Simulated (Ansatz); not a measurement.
Effect of Pt on a O site (antisite) on CoPtO2

Consider a 12-atom supercell of CoPtO2 (space group R-3m, No. 166; a = 2.809 Å, c = 17.716 Å (hexagonal axes); non-magnetic) at its relaxed geometry.

Modification: one O atom is replaced by Pt, atoms relaxed at fixed cell, starting from a slightly rattled geometry.

All numbers come from PBEsol (Ansatz, a program for electronic structure, PAW, spin-orbit coupling left out). Γ-centred 5×7×7 mesh, Fermi–Dirac width 0.05 eV.

The pressure goes from zero to 41.3 GPa and the shift of the substituted atom off its lattice site is 0.30 Å.

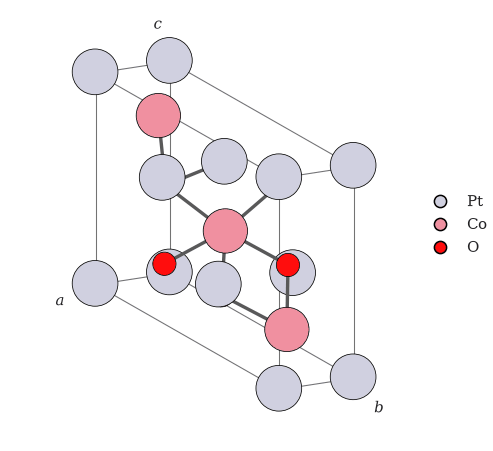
Figure: The relaxed cell after the change

In so small a cell the defect repeats every few ångströms: this is an ordered compound, not a dilute defect. Starting moments died away, wholly or in part, for Pt on a O site (antisite) and the base; another magnetic solution may exist. No Hubbard U is applied and the magnetic state is the run's own (Co3Pt4O5 without a net moment; CoPtO2 not spin-polarised; CoPtO2 non-magnetic); small cells can't hold the antiferromagnetic order that many such compounds have, so gaps and moments can be off. Spin-polarised in the final run: Pt on a O site (antisite); the other runs are not. An odd electron count without spin: CoPtO2. The defect cell is spin-polarised and ends with 0.0 μB.
